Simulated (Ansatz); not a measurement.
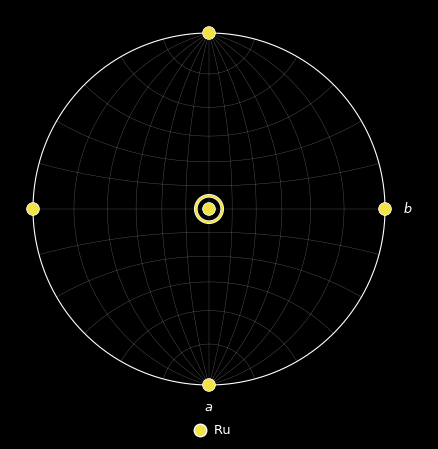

Crystal: HgRu, the geometry relaxed with Ansatz, DFT PBE, scalar-relativistic, plane waves, PAW; the starting structure was generated, so it need not be a known form of this composition. Directions from one mercury atom at (0, 0, 0) to its bonded neighbours, in stereographic projection down c (filled: above the plane of the page or in it, open: below). Symmetry computed with spglib at a tolerance of 0.002 Å; standard conventional cell.

Neighbours are counted up to 3.03 Å for Ru.

```
Hg Ru
1.0
     5.41338    0.00000    0.00000
     0.00000    5.41338    0.00000
     0.00000    0.00000    5.41338
Hg Ru
4 4
Direct
  0.00000 0.00000 0.00000
  0.00000 0.50000 0.50000
  0.50000 0.00000 0.50000
  0.50000 0.50000 0.00000
  0.50000 0.00000 0.00000
  0.50000 0.50000 0.50000
  0.00000 0.00000 0.50000
  0.00000 0.50000 0.00000
```

### How many neighbours are there, and at what angles?

6: 6 Ru at 2.71 Å. Angles between bonds: 90° (12×), 180° (3×).

### What is the site's symmetry in the crystal?

Point group m-3m (Oh), order 48: three fourfold axes, four threefold axes, six twofold axes, nine mirror planes, an inversion centre. In Fm-3m, No. 225 this is Wyckoff position 4a.
